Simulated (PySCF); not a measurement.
# CHNO: what the fields show

Input file:

```
{"job": {"kind": "sp", "xc": "wB97X", "basis": "def2-TZVP", "d3": "d3bj", "grid": 2}, "charge": 0, "multiplicity": 1}
N     -0.697473     0.274608    -0.163484
C      0.461776     0.047387    -0.427423
O      1.572898    -0.053180    -0.762157
H     -1.316762    -0.253458     0.432156
```

Run with:

```sh
OMP_NUM_THREADS=1 python redox_run.py task.json out
```

Geometry: PBE0-D3(BJ)/def2-SVP.

The calculation used DFT single point, gas phase, functional wB97X in PySCF 2.14.0, density-fitted response routines.

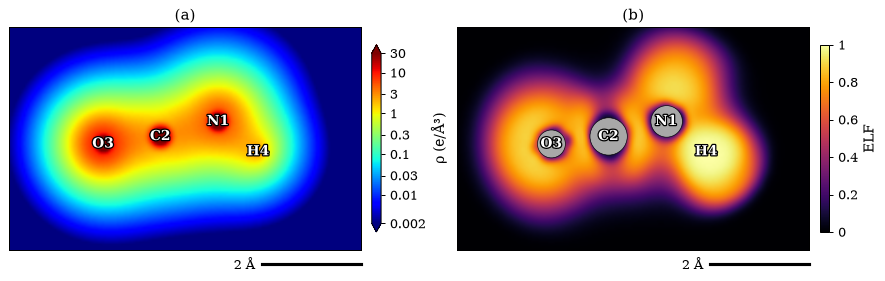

Figure 1. (a) electron density; (b) electron localisation function on the molecular plane. Grey discs cover the atomic cores in the ELF map.

What do the fields say about this system?

Answer. Atoms in the plane: N, C, O and H.
C–O (1.16 Å): ρ is about 3.7 e/Å³ halfway; the ELF peaks at about 0.85 between the atoms; a short, multiple covalent bond.
C–N (1.21 Å): ρ is about 3.1 e/Å³ halfway; the ELF peaks at about 0.85 between the atoms; a short, multiple covalent bond.
N–H (1.01 Å): the density is about 2.9 e/Å³ at the midpoint; the ELF climbs to about 1 towards the hydrogen, as it does in any bond to H; an ordinary covalent bond to hydrogen.
The ELF also peaks beside O3 and N1, away from the bonds: lone-pair regions.

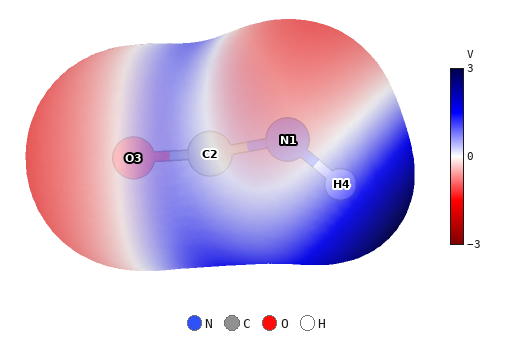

Figure 2. The molecular electrostatic potential painted on the density surface at 0.002 e/bohr³, seen at a tilt; the colour scale runs from red (negative) to blue (positive).

Which sites attract a positive test charge, and which a negative one?

Answer. A positive charge is drawn to the negative regions and a negative charge to the positive ones. The most negative region (about −1.0 V, or −23 kcal/mol for a unit charge) lies over O3, the most positive (about +2.9 V, or +67 kcal/mol for a unit charge) over H4.

How polar is the molecule by this calculation?

Answer. Its dipole moment is 2.23 D.
